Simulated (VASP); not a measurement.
Band structure of Ge (diamond). Calculation: PBE GGA, VASP's PBE PAW potentials (set 64) (plane waves; VASP).

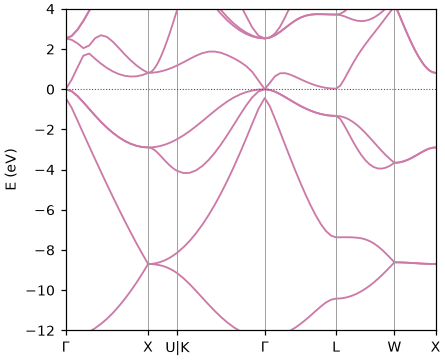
*Bands along high-symmetry lines, zero at the valence-band maximum or, without a gap, the Fermi level*

### Question
Read the plot: is there a gap, and where are the band edges?

### Answer
It has no gap at this level: it comes out as a metal or semimetal. (Edges off the drawn lines would not show.)

Measured: gap 0.79 eV (computed value off by -0.79 eV), as given by Anna Miglio et al., npj Computational Materials (2020), arXiv:2011.12765 [measured zero-point renormalisation of 52 meV added back].

The compound is Ge in the diamond structure. It was relaxed first, which changed the volume by +5 %.
